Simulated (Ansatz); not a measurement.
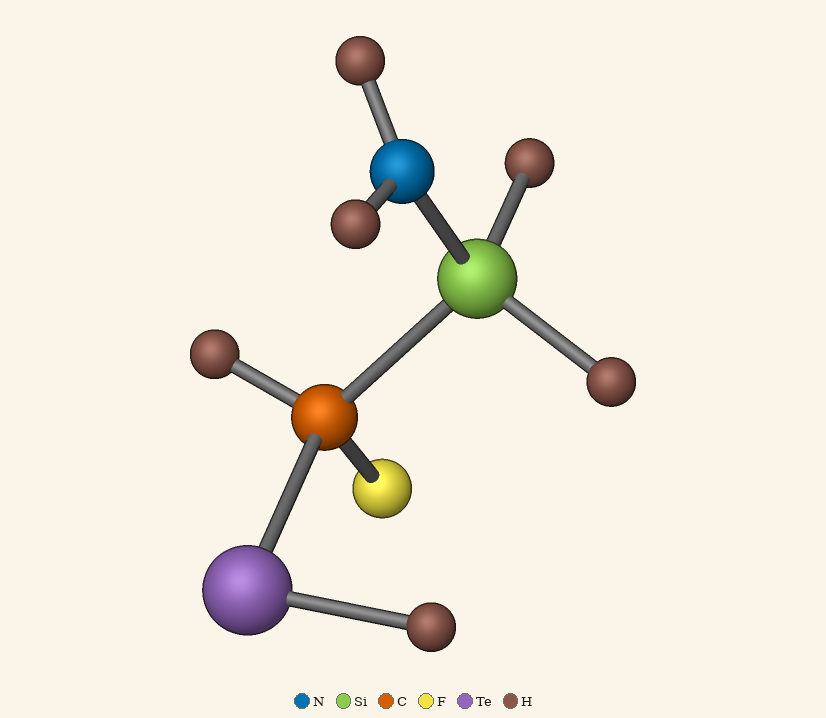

(Drawn from a calculation with Ansatz.)

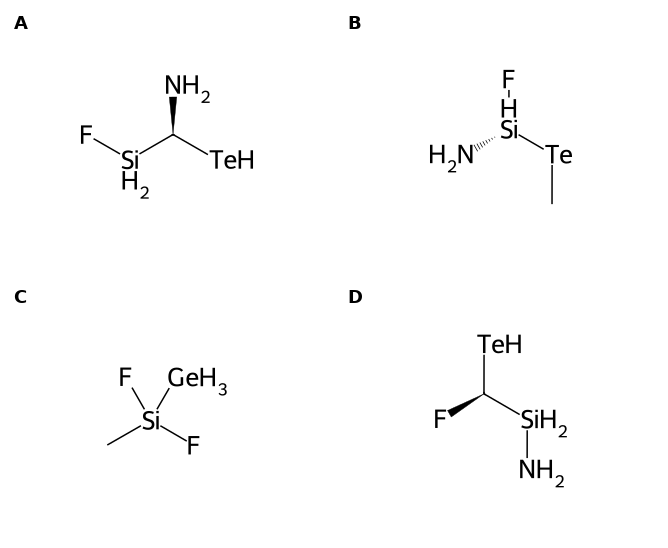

### The first picture shows one of the molecules drawn in the second. Which?

D, `N[SiH2][C@@H](F)[TeH]`.
